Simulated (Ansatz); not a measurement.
# BF3: the cost of one run

Method: PBE0-D4/def2-TZVP structures, single points in def2-TZVPP, no counterpoise correction; program: Ansatz 0.2.0, Gaussian basis.

Levels: SPW92, PBE-D4, BLYP-D4, r2SCAN-D4, B97M-V, PBE0-D4, B3LYP-D4, r2SCAN0-D4, BHLYP-D4, CAM-B3LYP-D4, wB97X-V, wB97M-V, B2PLYP, PBE-QIDH, RPA on PBE, Hartree-Fock, MP2, CCSD, CCSD(T).

Correlated methods freeze the cores. Filled d shells of the heavier atoms are correlated. B3LYP uses VWN-RPA correlation. B2PLYP carries no dispersion term here.

94 further runs of the same task are left out: 94 set aside as unsound or not needed.

## (1) Starting geometry

The complex: 7 atoms, charge 0, spin multiplicity 1.

Atoms are counted from 1 here; the program's logs count them from 0.

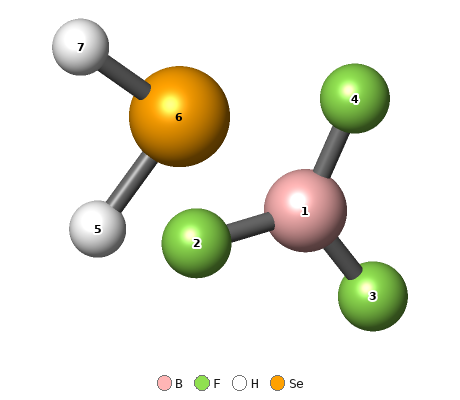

Start geometry, drawn with boron pink, fluorine green, hydrogen white, selenium orange; atoms are numbered from 1 in the order of the file.

As a file:

```xyz
7

B    -0.86496   -0.98762    0.20925
F    -1.68905   -0.07285   -0.25902
F    -0.35436   -1.88446   -0.60799
F    -0.71295   -1.12308    1.50977
H     1.19733    1.26766   -1.38367
Se    1.56220    0.82838   -0.03190
H     0.86170    1.97196    0.56346
```

Its parts: BF3 holds atoms 1, 2, 3, 4; H2Se holds atoms 5, 6, 7. Each part counts its atoms afresh in its own runs.

## (2) Relaxing BF3 alone

The input, relax-a/in.yaml:

```yaml
crystal:
  periodic: [false, false, false]
  atoms:
    - {symbol: B, position_ang: [-0.864964, -0.987616, 0.209247]}
    - {symbol: F, position_ang: [-1.689047, -0.072847, -0.259017]}
    - {symbol: F, position_ang: [-0.354365, -1.884461, -0.607987]}
    - {symbol: F, position_ang: [-0.712950, -1.123083, 1.509767]}
basis:
  gaussian: {orbitals: def2-TZVP}
hamiltonian: {xc: pbe0, dispersion: d4}
relax: {f_tol: 0.005, max_steps: 200}
```

The run is started by

```sh
$ ansatz run in.yaml --threads 4 --pin off --events-out ev --progress --plain --max-ram 9574MiB
```

**Question.** How long does this run take on 4 threads of Arm Neoverse V1, shared host?

About 3.7 s.
